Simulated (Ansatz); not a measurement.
**BaO: pressure series**

The reference is BaO in the rock salt structure (space group Fm-3m, No. 225; a = 5.573 Å).

Cell and atoms are relaxed at each pressure.

Levels (all Ansatz, a first-principles code, PAW): PBE (420 eV, without spin-orbit coupling); PBEsol (420 eV, no SOC).

The base cell above is that of PBE; each level relaxes its own structures.

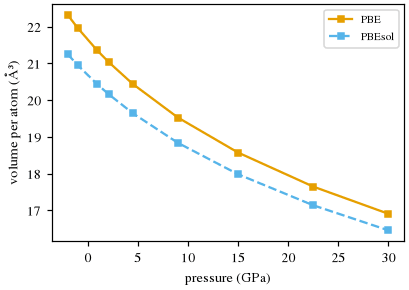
Fig. 1. Volume per atom under two levels

Problem. How do the two levels compare along the series?

Solution. PBE lies above PBEsol in every row, by 0.45 Å³ to 1.07 Å³. They put the cases in the same order.

Load acts through the strain it causes; cell and atoms are relaxed under it. Stability against distortions was not tested. Competing high-pressure phases were not computed.
